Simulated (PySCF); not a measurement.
O2S, SMILES `O=S=O`.

PySCF calculation, PBE/aug-cc-pVDZ, gas phase; geometry: GFN2-xTB. No frequency check shows the geometry to be a minimum. GFN2-xTB bond lengths at metals and heavier atoms can be off by up to 0.1 Å and shapes distorted, which carries into these values.

Input

```python
import numpy as np
from pyscf import gto, scf, dft, tdscf
from pyscf.scf import atom_ks, atom_hf
from scipy.linalg import block_diag

def solve(mol, dm0=None, hcore=None):
    mf = (dft.UKS if mol.spin else dft.RKS)(mol, xc='pbe')
    mf.grids.level = 3
    mf = mf.density_fit(auxbasis='def2-universal-jkfit')
    mf.conv_tol, mf.max_cycle = 1e-8, 80
    if hcore is not None:
        mf.get_hcore = lambda *args: hcore
    mf.kernel(dm0)
    if not mf.converged:
        mf = mf.newton().run(mf.mo_coeff, mf.mo_occ, max_cycle=30)
    assert mf.converged, 'SCF not converged'
    return mf

mol = gto.M(atom='''
O      1.21864    -0.37811     0.00000
S      0.00000     0.37811     0.00000
O     -1.21864    -0.37811     0.00000
''', basis='aug-cc-pvdz', charge=0, spin=0, verbose=4)
mf = solve(mol)
td = mf.TDDFT()
td.nstates, td.singlet, td.conv_tol = 5, False, 1e-5
td.kernel()
td.analyze()
x, y = np.array([p[0] for p in td.xy]), np.array([p[1] + 0 * p[0] for p in td.xy])
f, mu = np.zeros(len(td.e)), np.zeros((len(td.e), 3))
nto = [td.get_nto(state=i + 1, verbose=4) for i in range(len(td.e))]
# spherically averaged free atoms, for the promolecule
atm = atom_ks.get_atm_nrks(mol, xc='pbe')
pro = block_diag(*[(atm[a[0]][2] * atm[a[0]][3]) @ atm[a[0]][2].T for a in mol._atom])
np.savez('result.npz', e=td.e, f=f, ok=td.converged, w=[n[0] for n in nto], nto=[n[1] for n in nto], x=x, y=y, c=mf.mo_coeff, occ=mf.mo_occ, eps=mf.mo_energy, pro=pro, mu=mu)
```

Run with:

```sh
OMP_NUM_THREADS=1 python input.py
```

The run took 40 s on 1 thread of Arm Neoverse N1, with other jobs on the host, peak memory 0.31 GiB.

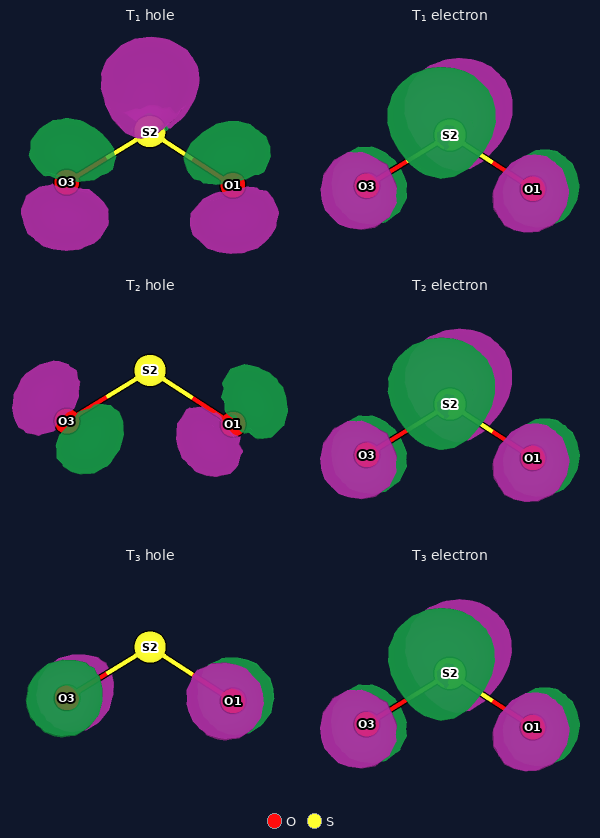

Leading natural transition orbitals (full linear response triplet states).

Question: Describe these excited states.

Answer: By state:
- T₁: 2.94 eV (422 nm), spin-forbidden from the singlet ground state; the leading pair carries 100 %; hole on S2 (38 %) and O1 and O3 (31 % each), electron on S2 (53 %) and O1 and O3 (24 % each); their centroids lie 0.2 Å apart.
- T₂: 3.67 eV (338 nm), spin-forbidden from the singlet ground state; the leading pair carries 100 %; hole on O1 and O3 (43 % each) and S2 (14 %), electron on S2 (52 %) and O1 and O3 (24 % each); their centroids lie 0.4 Å apart.
- T₃: 3.87 eV (321 nm), spin-forbidden from the singlet ground state; the leading pair carries 100 %; hole on O1 and O3 (43 % each) and S2 (15 %), electron on S2 (51 %) and O1 and O3 (24 % each); their centroids lie 0.4 Å apart.
